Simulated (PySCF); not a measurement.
Vertical excitations of a molecule C8H6N2S from TDA-PBE/def2-SVP (PySCF 2.14.0), as energy in eV (oscillator strength): 3.32 (0.000), 3.93 (0.000), 4.25 (0.002), 4.29 (0.245), 4.42 (0.284), 4.59 (0.001), 5.00 (0.030), 5.05 (0.000), 5.25 (0.082), 5.36 (0.033). Lowest triplet (TDA): 2.97 eV. Geometry optimised at PBE0-D3(BJ)/def2-SVP. Other conformers were not sampled.

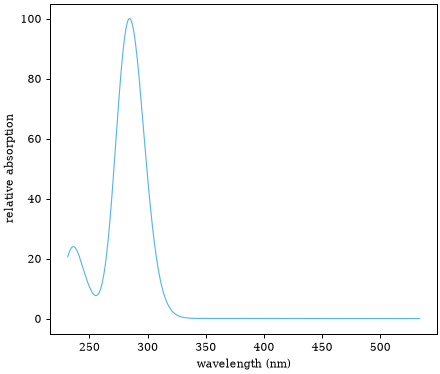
The lines broadened by 0.4 eV.

Pick the molecule that these values belong to.
A. c1ccc(-c2nccs2)nc1
B. C=Cc1cccc2nsnc12
C. C=Cc1ccc2nsnc2c1
D. c1cnc(-c2cccs2)nc1

A, c1ccc(-c2nccs2)nc1
